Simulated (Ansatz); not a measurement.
The reference is BeSe in the zinc blende structure (space group F-43m, No. 216; a = 5.178 Å).

One thing is altered: every lattice vector is shortened by 0.50 %; the atoms relax in the strained cell.

Level of theory: Ansatz (a quantum-chemistry and plane-wave program), PBE, PAW, cutoff 420 eV, no spin-orbit coupling.

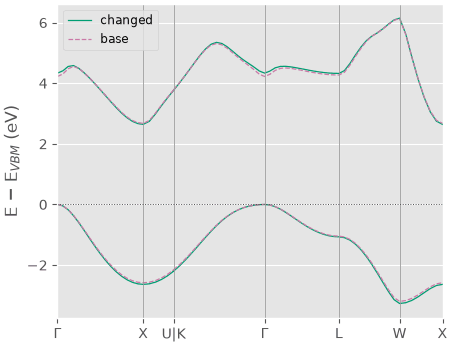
Highest valence and lowest conduction band along the path, each from its own valence-band maximum

### Question
From the figure, how large is the changed gap, and is it direct?

### Answer
About 2.6 eV, indirect, Γ → X.

Gaps are read on the SCF mesh and a high-symmetry path. Stability against distortions was not tested.
